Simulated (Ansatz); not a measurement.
**MoHCl$_{3}$F$_{4}$: geometry relaxation (part 2 of 2)**

The same run, continued: MoHCl$_{3}$F$_{4}$; RHF/def2-SVP (Ansatz 0.2.0). It belongs to a series of runs on one base structure; here: end point B relaxed.

Geometry of the input (Å):
```
Mo 0.3268  0.2866  -0.2273
F  -0.1307  0.6040  2.6855
F  2.1372  -0.0722  -0.5481
F  0.5221  2.0792  -0.1210
Cl -3.3992  0.3397  -0.7572
F  0.1222  -1.2502  0.7382
Cl -0.3317  -0.1199  -2.3999
Cl -1.8900  0.7022  0.5570
H  -0.6833  -0.1208  2.6868
```

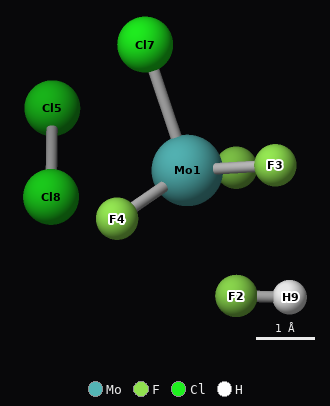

*The geometry at step 16 of the log (ball-and-stick view, seen at a tilt; atoms are numbered from 1 in the order of the input).*

Trajectory as extended XYZ, continued:
```
9
Properties=species:S:1:pos:R:3:forces:R:3 step=6 energy=-50168.78076
Mo    0.3380    0.2577   -0.1119   -0.0082   0.0038  -0.0180
F     0.3189    0.5742    2.3404    0.0136  -0.2205   0.1385
F     2.1773   -0.0715   -0.1204   -0.0701   0.0096   0.0205
F     0.3433    2.0575   -0.0045   -0.0188   0.0669  -0.0285
Cl   -3.7066    0.3884   -1.0957    0.0701   0.0183   0.1267
F    -0.2210   -1.3074    0.6273   -0.0917  -0.1171   0.0860
Cl   -0.0909   -0.1716   -2.3474    0.0924   0.0510   0.0457
Cl   -2.5705    0.8898    0.5073   -0.1473  -0.0004  -0.1949
H     0.0848   -0.1686    2.8188    0.1599   0.1885  -0.1759
9
Properties=species:S:1:pos:R:3:forces:R:3 step=8 energy=-50168.83252
Mo    0.2595    0.2617   -0.0384   -0.0204   0.1388  -0.1649
F     0.5370    0.5554    2.3353   -0.2253  -0.8882   0.4333
F     2.0899   -0.0746    0.0057    0.0720  -0.0766   0.0183
F     0.2522    2.0674    0.0090   -0.0070  -0.0274   0.0487
Cl   -3.7551    0.3689   -1.2591    0.0613   0.0036   0.0797
F    -0.3603   -1.2932    0.6903    0.0253   0.0157   0.0681
Cl   -0.0624   -0.1401   -2.2976   -0.0158   0.0036   0.0850
Cl   -2.6912    0.9366    0.3673   -0.0984   0.0022  -0.1026
H     0.4037   -0.2336    2.8016    0.2083   0.8283  -0.4659
9
Properties=species:S:1:pos:R:3:forces:R:3 step=9 energy=-50168.81602 accepted=F
Mo    0.2457    0.2672   -0.0274   -0.1243   0.0272   0.0324
F     0.4772    0.5585    2.3463    0.2918  -1.8632   0.9165
F     2.0764   -0.0847    0.0366    0.0146  -0.0517   0.0368
F     0.2446    2.0720    0.0369    0.0020  -0.0282  -0.0112
Cl   -3.7732    0.3665   -1.3142    0.0234  -0.0132   0.0247
F    -0.3722   -1.2837    0.7168    0.0479   0.0728  -0.0646
Cl   -0.0831   -0.1535   -2.2792    0.0149   0.0110   0.0357
Cl   -2.7394    0.9769    0.3115   -0.0258   0.0027  -0.0305
H     0.5973   -0.2706    2.7867   -0.2445   1.8427  -0.9398
9
Properties=species:S:1:pos:R:3:forces:R:3 step=10 energy=-50168.84587
Mo    0.2717    0.2942   -0.0499    0.0328  -0.1781   0.5722
F     0.5230    0.5350    2.3148    0.0250   0.0450   0.1313
F     2.0860   -0.1452    0.0266   -0.0968   0.0147  -0.0442
F     0.2911    2.0939    0.0655    0.0022   0.0785  -0.1144
Cl   -3.7680    0.2712   -1.2637   -0.0416  -0.0518  -0.0583
F    -0.3708   -1.2380    0.7196    0.0133   0.0240  -0.1835
Cl   -0.0927   -0.1083   -2.2780   -0.0164  -0.0146  -0.2966
Cl   -2.7369    0.9978    0.3082    0.0461   0.0631   0.0453
H     0.4699   -0.2521    2.7708    0.0354   0.0193  -0.0518
9
Properties=species:S:1:pos:R:3:forces:R:3 step=11 energy=-50168.86213
Mo    0.2528    0.3011   -0.0460    0.0020  -0.1508   0.3433
F     0.4908    0.5301    2.3208    0.0277  -0.0311   0.1233
F     2.0579   -0.1696    0.0484   -0.0515  -0.0032  -0.0233
F     0.3060    2.1019    0.0556   -0.0038   0.0606  -0.0401
Cl   -3.7362    0.1860   -1.2222   -0.0225  -0.0247   0.0042
F    -0.4291   -1.2318    0.6804    0.0221   0.0384  -0.1140
Cl   -0.0730   -0.0717   -2.2928   -0.0070  -0.0005  -0.1841
Cl   -2.7245    1.0603    0.2909    0.0119   0.0310  -0.0327
H     0.5287   -0.2577    2.7789    0.0212   0.0803  -0.0766
9
Properties=species:S:1:pos:R:3:forces:R:3 step=12 energy=-50168.86986
Mo    0.2347    0.3044   -0.0238   -0.0389  -0.1078  -0.0918
F     0.4622    0.5242    2.3418    0.1608  -0.6349   0.3515
F     2.0290   -0.2063    0.0729   -0.0304  -0.0014   0.0592
F     0.3207    2.1071    0.0782   -0.0170  -0.0222   0.0305
Cl   -3.7720    0.0696   -1.1720    0.2626   0.2339   0.3343
F    -0.4852   -1.2376    0.6379    0.0208   0.1120  -0.0363
Cl   -0.0461   -0.0161   -2.2992    0.0056   0.0216   0.0322
Cl   -2.7117    1.1661    0.1902   -0.2488  -0.2344  -0.3308
H     0.6416   -0.2627    2.7880   -0.1148   0.6331  -0.3488
9
Properties=species:S:1:pos:R:3:forces:R:3 step=13 energy=-50168.88459
Mo    0.2105    0.3027   -0.0217   -0.0391  -0.0924   0.0756
F     0.4643    0.5075    2.3460    0.1489  -0.4504   0.2421
F     2.0007   -0.2163    0.1129   -0.0197  -0.0176   0.0119
F     0.3002    2.1040    0.0955    0.0109   0.0090   0.0068
Cl   -3.7293    0.0339   -1.1712    0.1171   0.1448   0.2002
F    -0.5253   -1.2329    0.6340    0.0146   0.1009  -0.0762
Cl   -0.0598   -0.0015   -2.2985    0.0191   0.0121  -0.0041
Cl   -2.7187    1.2123    0.1434   -0.1335  -0.1699  -0.2073
H     0.7306   -0.2610    2.7736   -0.1183   0.4635  -0.2491
9
Properties=species:S:1:pos:R:3:forces:R:3 step=14 energy=-50168.89158
Mo    0.1871    0.3273   -0.0001   -0.0251  -0.2434   0.1864
F     0.4918    0.4855    2.3663    0.4885  -0.9499   0.4802
F     1.9488   -0.2821    0.1839   -0.0868   0.0061   0.0198
F     0.3509    2.1224    0.1517   -0.0392  -0.0146  -0.0480
Cl   -3.7840   -0.0532   -1.1779    0.0194  -0.0539  -0.0140
F    -0.6492   -1.1749    0.6103    0.1120   0.1386  -0.1130
Cl   -0.0438    0.0583   -2.2830    0.0195   0.0241  -0.0390
Cl   -2.7530    1.2076    0.0115    0.0056   0.1231   0.0565
H     0.9247   -0.2423    2.7513   -0.4940   0.9699  -0.5291
9
Properties=species:S:1:pos:R:3:forces:R:3 step=15 energy=-50168.84149 accepted=F
Mo    0.1557    0.2892    0.0071   -0.1527  -0.1610   0.2682
F     0.3965    0.4416    2.3729    2.1948  -1.8900   0.9817
F     1.9193   -0.3067    0.2252   -0.0248   0.0063   0.0973
F     0.2811    2.0877    0.1688    0.0349  -0.0213  -0.0324
Cl   -3.7261   -0.0462   -1.1611   -0.0259  -0.0025   0.0229
F    -0.6786   -1.2303    0.5701    0.0780   0.1975  -0.1641
Cl   -0.0022    0.0703   -2.2880    0.0042   0.0078  -0.0342
Cl   -2.7614    1.2889    0.0089    0.0189  -0.0286  -0.0292
H     1.0889   -0.1459    2.7102   -2.1275   1.8918  -1.1102
9
Properties=species:S:1:pos:R:3:forces:R:3 step=16 energy=-50168.91209
Mo    0.1865    0.3176    0.0145   -0.0500  -0.0517   0.0009
F     0.4700    0.4741    2.3364    0.3219  -0.6093   0.4006
F     1.9401   -0.2952    0.2485   -0.0040  -0.0381   0.0008
F     0.3331    2.1160    0.1452   -0.0181   0.0153  -0.0004
Cl   -3.7772   -0.0753   -1.1357    0.0254  -0.0151   0.0178
F    -0.6612   -1.1850    0.5920    0.0158   0.0221  -0.0532
Cl   -0.0113    0.0770   -2.2747    0.0189  -0.0070  -0.0684
Cl   -2.7615    1.2494    0.0010   -0.0007   0.0485   0.0053
H     0.9548   -0.2299    2.6868   -0.3093   0.6355  -0.3034
9
Properties=species:S:1:pos:R:3:forces:R:3 step=17 energy=-50168.92949
Mo    0.1514    0.3182    0.0050    0.0290  -0.0411   0.0711
F     0.4265    0.4635    2.3399    0.2987  -0.4959   0.2882
F     1.8932   -0.3223    0.2691    0.0032  -0.0257  -0.0048
F     0.3216    2.1140    0.1578    0.0018   0.0094  -0.0144
Cl   -3.7037   -0.1141   -1.0801    0.0065   0.0178   0.0349
F    -0.7128   -1.1851    0.5481    0.0018   0.0072  -0.0258
Cl    0.0072    0.0966   -2.2924    0.0125   0.0101  -0.0455
Cl   -2.7030    1.2669    0.0053   -0.0595   0.0138  -0.0474
H     0.9928   -0.1891    2.6613   -0.2940   0.5043  -0.2562
9
Properties=species:S:1:pos:R:3:forces:R:3 step=18 energy=-50168.96006
Mo    0.1404    0.3110    0.0189    0.0488  -0.0582   0.1276
F     0.4156    0.4205    2.3528    0.2403  -0.3125   0.1706
F     1.8657   -0.3646    0.3377   -0.0504   0.0173  -0.0081
F     0.3210    2.1026    0.2026    0.0145   0.0335  -0.0436
Cl   -3.7241   -0.1708   -1.0293    0.0123   0.0473   0.0363
F    -0.7719   -1.1766    0.5119   -0.0148  -0.0135  -0.0346
Cl    0.0484    0.1356   -2.2843    0.0197   0.0049  -0.0473
Cl   -2.7339    1.3210   -0.0882   -0.0352  -0.0300  -0.0403
H     1.1121   -0.1301    2.5920   -0.2353   0.3111  -0.1607
9
Properties=species:S:1:pos:R:3:forces:R:3 step=20 energy=-50168.97254
Mo    0.1342    0.3036    0.0321   -0.0110  -0.0152   0.0861
F     0.4290    0.3857    2.3620    0.1447  -0.1961   0.1674
F     1.8538   -0.3618    0.3910    0.0589  -0.0316  -0.0459
F     0.3191    2.0960    0.2100    0.0002   0.0082  -0.0095
Cl   -3.7519   -0.1804   -1.0217    0.0024   0.0364   0.0234
F    -0.8002   -1.1797    0.4923   -0.0113   0.0048  -0.0204
Cl    0.0722    0.1438   -2.2738    0.0165  -0.0051  -0.0283
Cl   -2.7660    1.3440   -0.1316   -0.0019  -0.0285  -0.0239
H     1.1832   -0.1025    2.5538   -0.1986   0.2271  -0.1489
9
Properties=species:S:1:pos:R:3:forces:R:3 step=21 energy=-50168.97721
Mo    0.1226    0.2942    0.0473   -0.0677  -0.0920  -0.1535
F     0.3720    0.3392    2.3898    0.6996  -0.2737   0.0084
F     1.8521   -0.3639    0.3817    0.0140   0.0425   0.0970
F     0.3370    2.0860    0.2206   -0.0417  -0.0490   0.0658
Cl   -3.7558   -0.1681   -1.0120   -0.0138  -0.0075  -0.0018
F    -0.8035   -1.2050    0.4706   -0.0150   0.0800   0.0051
Cl    0.0751    0.1454   -2.2653    0.0269   0.0010   0.0547
Cl   -2.7421    1.3418   -0.1348    0.0173   0.0229   0.0130
H     1.2159   -0.0208    2.5161   -0.6195   0.2758  -0.0887
9
Properties=species:S:1:pos:R:3:forces:R:3 step=22 energy=-50168.98638
Mo    0.1074    0.2776    0.0462    0.0237  -0.0610   0.1365
F     0.4049    0.3096    2.3933    0.0726  -0.0123  -0.0153
F     1.8565   -0.3326    0.4104   -0.1347   0.0431   0.0038
F     0.3171    2.0696    0.2551   -0.0236  -0.1736  -0.0221
Cl   -3.7818   -0.1685   -1.0082   -0.0083  -0.0008   0.0003
F    -0.8716   -1.1924    0.4665    0.1712   0.1504  -0.0851
Cl    0.1227    0.1347   -2.2613   -0.0244  -0.0060   0.0114
Cl   -2.7472    1.3460   -0.1634    0.0067   0.0332  -0.0011
H     1.2653    0.0045    2.4755   -0.0832   0.0271  -0.0285
9
Properties=species:S:1:pos:R:3:forces:R:3 step=23 energy=-50168.98787
Mo    0.1071    0.2545    0.0497   -0.0342  -0.0669   0.0124
F     0.3886    0.3005    2.3913   -0.1727   0.0636  -0.0507
F     1.8623   -0.3205    0.4223   -0.0167   0.0393   0.0096
F     0.2741    2.0476    0.2655    0.0184  -0.0535   0.0033
Cl   -3.7741   -0.1307   -0.9956   -0.0378   0.0016  -0.0034
F    -0.8171   -1.2549    0.4387    0.0348   0.1230   0.0019
Cl    0.1033    0.1174   -2.2592    0.0146   0.0103   0.0039
Cl   -2.7325    1.3883   -0.1669    0.0143  -0.0379  -0.0006
H     1.2615    0.0463    2.4684    0.1793  -0.0795   0.0235
9
Properties=species:S:1:pos:R:3:forces:R:3 step=24 energy=-50168.99011
Mo    0.1182    0.2612    0.0525   -0.0465  -0.0374   0.0092
F     0.4034    0.3130    2.3902    0.0512  -0.0392   0.0037
F     1.8714   -0.3105    0.4356    0.0245   0.0015   0.0023
F     0.2866    2.0528    0.2679   -0.0060  -0.0054  -0.0143
Cl   -3.8440   -0.1246   -0.9995    0.0424   0.0249   0.0231
F    -0.8123   -1.2404    0.4469    0.0109   0.0413   0.0042
Cl    0.1182    0.1209   -2.2553    0.0186   0.0017  -0.0158
Cl   -2.7355    1.3601   -0.1905   -0.0329  -0.0135  -0.0024
H     1.2673    0.0161    2.4662   -0.0621   0.0261  -0.0101
9
Properties=species:S:1:pos:R:3:forces:R:3 step=25 energy=-50168.99111
Mo    0.1140    0.2607    0.0480   -0.0162  -0.0089   0.0188
F     0.3934    0.3073    2.3870    0.0087  -0.0055  -0.0029
F     1.8679   -0.3102    0.4323    0.0049   0.0021   0.0030
F     0.2853    2.0529    0.2576    0.0039  -0.0138   0.0017
Cl   -3.8180   -0.1314   -0.9891    0.0068   0.0073   0.0087
F    -0.8225   -1.2353    0.4483    0.0147   0.0278  -0.0140
Cl    0.1279    0.1214   -2.2602    0.0002  -0.0061  -0.0066
Cl   -2.7334    1.3655   -0.1738   -0.0094  -0.0079  -0.0042
H     1.2587    0.0176    2.4638   -0.0137   0.0048  -0.0045
```

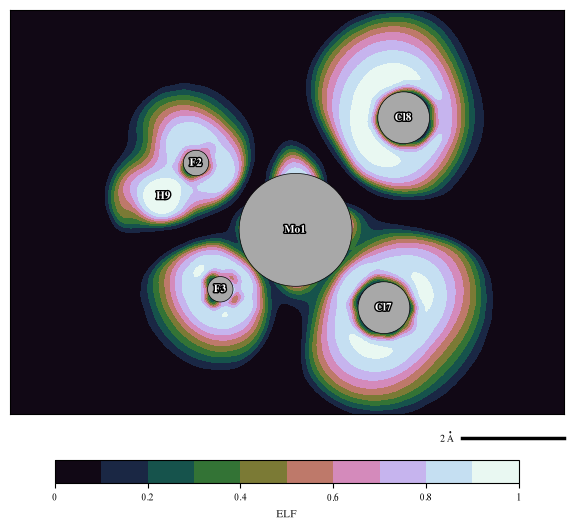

*ELF on the plane of atoms F3, Mo1 and Cl7. Grey discs, where drawn, cover atomic cores.*

Mo1···F2 (2.36 Å): the ELF is only about 0.05 between them. Mo–Cl (2.31 Å): the ELF peaks at about 0.85 in the valence shell of Cl, 0.8 Å from its nucleus, and is about 0.35 at the midpoint. Mo–F (1.88 Å): the ELF peaks at about 0.85 in the valence shell of F, 0.5 Å from its nucleus, and drops to about 0.15 between the two atoms.

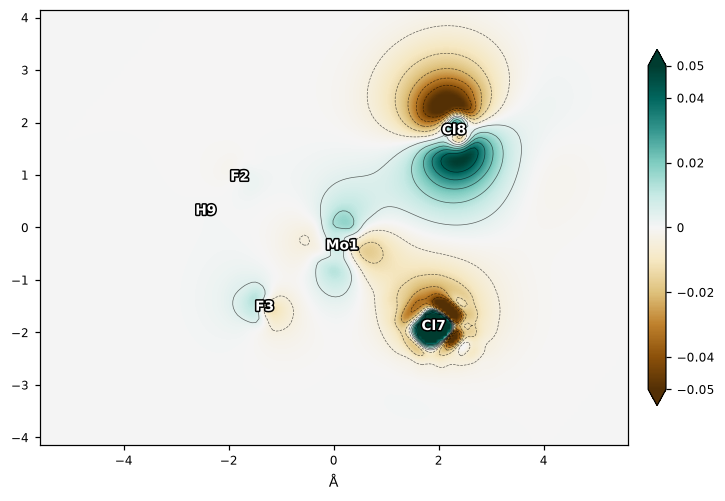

*The HOMO−1 on the plane of atoms F3, Mo1 and Cl7 (values in Å⁻³ᐟ²; the overall sign is arbitrary).*

Its energy is −12.35 eV.
